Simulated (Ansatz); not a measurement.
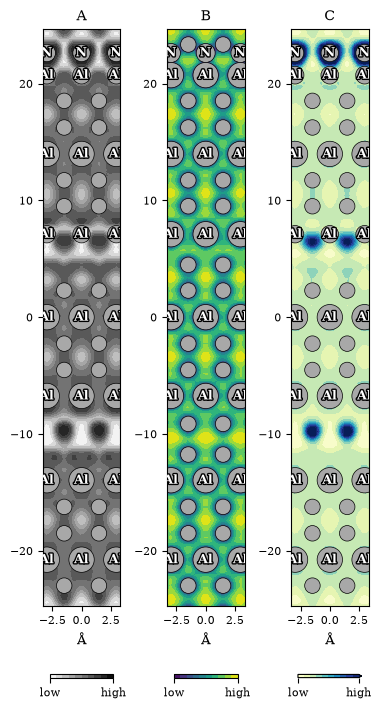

Al₇N: 3 fields on the (100) plane of the conventional cell, with unlabelled colour scales. Grey discs cover the atomic cores.

Space group R3m; a generated structure, not necessarily the stable one; computed pressure about −3 GPa in this cell.

These are results of DFT r2SCAN, scalar-relativistic, plane waves, PAW (Ansatz), not measurements.

```yaml
crystal:
  lattice:
    - [2.97555, 0.00000, 0.00000]
    - [-1.48778, 2.57691, 0.00000]
    - [0.00000, 0.00000, 48.72590]
  atoms:
    - { symbol: Al, position: [0.00000, 0.00000, 0.21359] }
    - { symbol: Al, position: [0.66667, 0.33333, 0.54692] }
    - { symbol: Al, position: [0.33333, 0.66667, 0.88026] }
    - { symbol: Al, position: [0.66667, 0.33333, 0.26041] }
    - { symbol: Al, position: [0.33333, 0.66667, 0.59374] }
    - { symbol: Al, position: [0.00000, 0.00000, 0.92708] }
    - { symbol: Al, position: [0.33333, 0.66667, 0.30558] }
    - { symbol: Al, position: [0.00000, 0.00000, 0.63892] }
    - { symbol: Al, position: [0.66667, 0.33333, 0.97225] }
    - { symbol: Al, position: [0.33333, 0.66667, 0.02607] }
    - { symbol: Al, position: [0.00000, 0.00000, 0.35940] }
    - { symbol: Al, position: [0.66667, 0.33333, 0.69273] }
    - { symbol: Al, position: [0.00000, 0.00000, 0.07521] }
    - { symbol: Al, position: [0.66667, 0.33333, 0.40855] }
    - { symbol: Al, position: [0.33333, 0.66667, 0.74188] }
    - { symbol: Al, position: [0.66667, 0.33333, 0.12085] }
    - { symbol: Al, position: [0.33333, 0.66667, 0.45418] }
    - { symbol: Al, position: [0.00000, 0.00000, 0.78752] }
    - { symbol: Al, position: [0.33333, 0.66667, 0.16714] }
    - { symbol: Al, position: [0.00000, 0.00000, 0.50047] }
    - { symbol: Al, position: [0.66667, 0.33333, 0.83380] }
    - { symbol: N, position: [0.66667, 0.33333, 0.01115] }
    - { symbol: N, position: [0.33333, 0.66667, 0.34448] }
    - { symbol: N, position: [0.00000, 0.00000, 0.67782] }
```

Which field does each panel show? The fields are: electron localisation function, electrostatic potential energy of an electron and valence pseudo-density.

Answer. Panel A: electron localisation function. Panel B: electrostatic potential energy of an electron (low next to the atoms, rising into the space between them). Panel C: valence pseudo-density.
